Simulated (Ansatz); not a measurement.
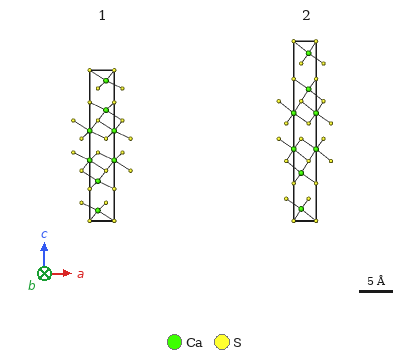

Two geometries of a crystal of Ca$_{2}$S$_{3}$ (built on the tetradymite_166 type) (coarse preliminary run), drawn at one scale. One is the start of a relaxation, the other its converged end. A ball-and-stick model of the conventional cell (3 times the calculation's cell), seen along the b axis. Lengths and directions refer to the drawn axes.

Level of theory: DFT PBE, scalar-relativistic, plane waves, PAW in Ansatz 0.2.0. Set-up: plane-wave cutoff 420 eV; k-point mesh 6 × 6 × 6; occupations gaussian; smearing width 0.1 eV; no spin polarisation; cell and atoms relaxed; force threshold 0.04 eV/Å; at most 70 steps.

Which of the two is the end point?

Answer. Structure 1 is the relaxed one. Case: tetradymite type (R-3m, No. 166). The largest moves relative to the cell, 0.074 Å, are those of S atoms. Largest moves by element: S 0.074 Å, Ca 0.055 Å. The volume changes by +0.9 %, with a = b 3.924 → 4.304 Å (+9.7 %), c 27.283 → 22.879 Å (−16.1 %). Among the contacts that change: Ca–S 2.905 → 2.945 Å. Bond angles that change, for instance: Ca–S–Ca 91.0° → 103.0°, S–Ca–S 91.0° → 103.0°, S–Ca–S 91.9° → 81.3°. The space group stays R-3m (No. 166). The energy falls by 0.333 eV per cell of the calculation in 5 accepted moves (7 points after the start). The largest force component goes from 0.57 to 0.008 eV/Å. The pressure goes from 0.61 to −0.16 GPa. The line search rejected the trial step at point 5 of the run. The SCF was repeated once at an unchanged geometry on a basis and grid sized afresh for the cell, which shifted the energy by 1.3 meV per cell of the calculation at most. The run took 22 s on 1 thread of Intel(R) Xeon(R) 6975P-C (Granite Rapids) (shared host), peak memory 0.46 GiB.

Limits of the set-up: layers or molecules are held without a dispersion correction, so their spacing is unreliable.
